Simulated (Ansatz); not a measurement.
## Electronic structure of AlH$_{3}$O$_{3}$···H$_{2}$···NH$_{3}$ in real space

Input

```
crystal:
  periodic: [false, false, false]
  atoms:
    - { symbol: Al, position_ang: [-0.168876, -1.356621, 0.722577] }
    - { symbol: H, position_ang: [-1.538098, 0.95415, -0.134917] }
    - { symbol: O, position_ang: [-0.656118, -2.302718, -0.629194] }
    - { symbol: O, position_ang: [-1.160585, -1.189672, 2.116399] }
    - { symbol: H, position_ang: [1.220689, 1.28059, -0.561801] }
    - { symbol: O, position_ang: [1.478395, -0.59617, 0.685558] }
    - { symbol: H, position_ang: [-0.941951, 1.209775, -0.400268] }
    - { symbol: "N", position_ang: [1.066459, 2.015551, -1.259394] }
    - { symbol: H, position_ang: [-1.538104, -2.715524, -0.594527] }
    - { symbol: H, position_ang: [-0.763822, -0.77164, 2.901788] }
    - { symbol: H, position_ang: [2.009819, -0.918335, -0.068236] }
    - { symbol: H, position_ang: [0.451289, 1.626658, -1.981434] }
    - { symbol: H, position_ang: [0.540802, 2.763956, -0.79645] }
basis:
  gaussian: { orbitals: "6-31G*" }
hamiltonian:
  xc: pbe
relax:
  f_tol: 0.03
  max_steps: 50
output:
  orbitals: {}
```

Command:

```sh
ansatz run input.yaml --threads 2 --pin off --max-ram 3072MiB --backend cpu --events-out ev --progress --plain --runs-dir out
```

The fields are those of the relaxed geometry.

All numbers below come from RKS PBE/6-31G* (Ansatz 0.2.0).

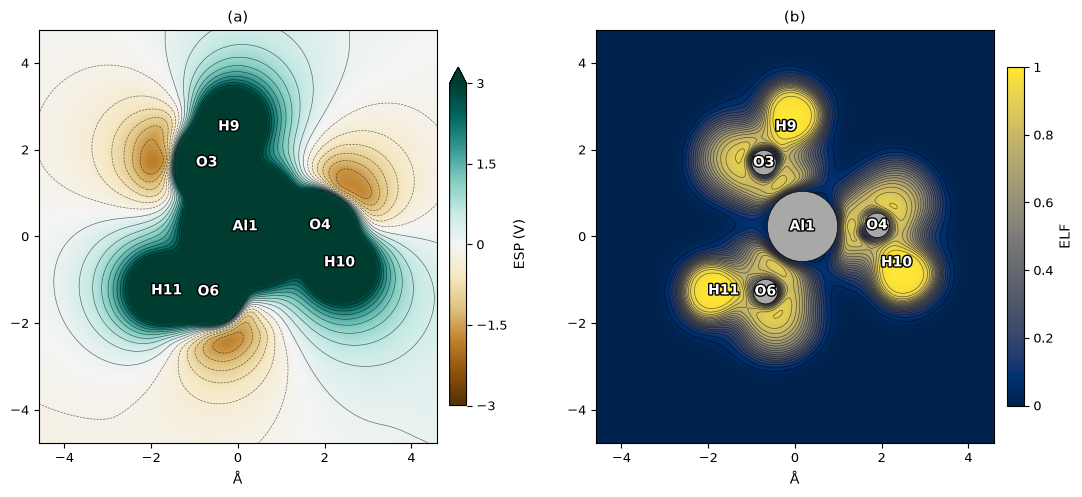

Figure 1. (a) electrostatic potential; (b) ELF on the plane of atoms Al1, O4 and H10. Grey discs cover the atomic cores in the ELF map.

Read the bonding off the picture.

Answer. The section cuts through Al, O and H sites. Al–O (1.72 Å): the ELF peaks at about 0.85 in the valence shell of O, 0.6 Å from its nucleus, and is about 0.45 at the midpoint. O–H (0.97 Å): the ELF climbs to about 1 towards the hydrogen, as it does in any bond to H; an ordinary covalent bond to hydrogen. The ELF also peaks beside O6, O4 and O3, away from the bonds: lone-pair regions. Outside the dense part of the complex the potential is most negative (−1.8 V) near O3.

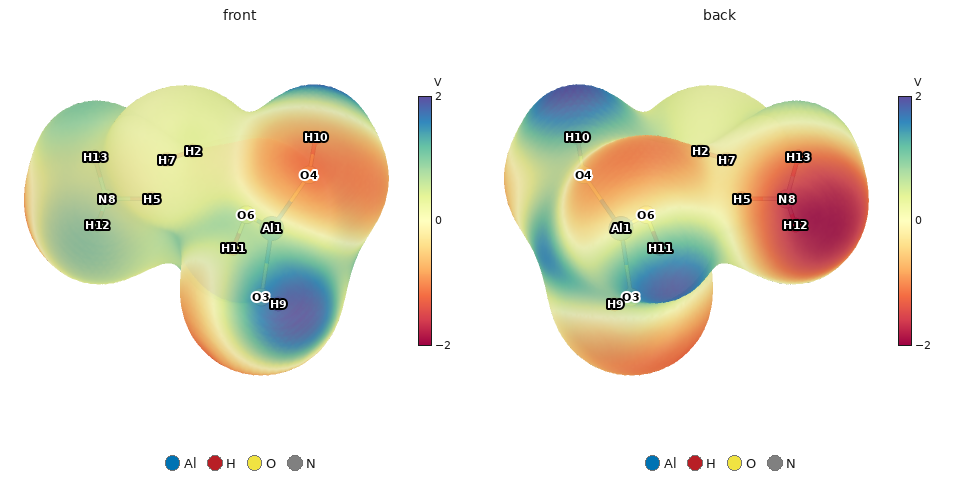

Figure 2. The electrostatic potential painted on the density surface at 0.001 e/bohr³, seen from the front and from behind; red is negative and blue positive.

Where is the surface potential most negative and most positive?

Answer. The most negative region (about −1.9 V) lies over N8, the most positive (about +1.9 V) over H9, H10 and H11. N8 is the likeliest acceptor of a hydrogen bond.

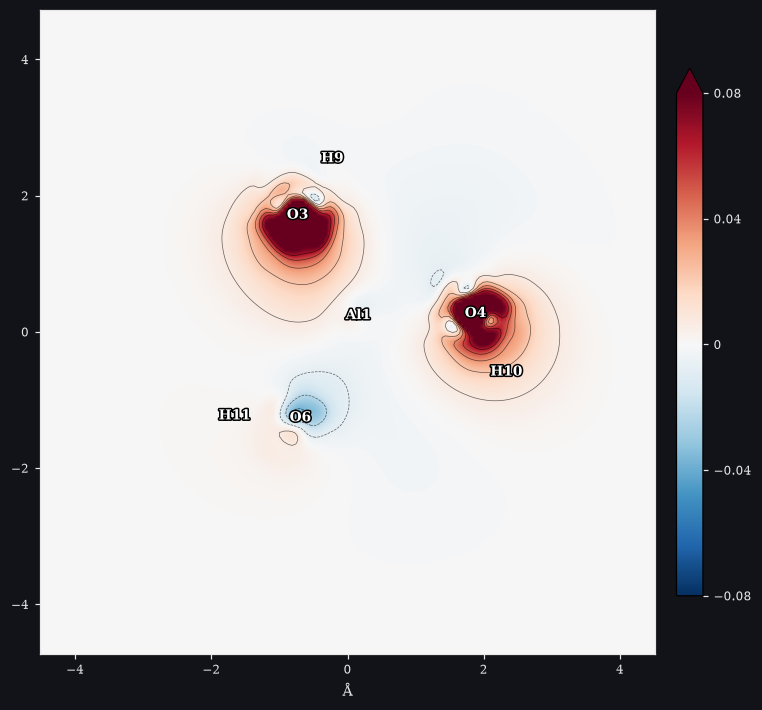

Figure 3. The HOMO−1 on the plane of atoms O3, Al1 and O6 (values in Å⁻³ᐟ²; the overall sign is arbitrary).

Where does this orbital lie, and at what energy?

Answer. Its weight (Hirshfeld) is mainly on O3 (about 45 %) and O4 (about 40 %); largely a combination of lone pairs on O3 and O4. Its energy is −7.00 eV.
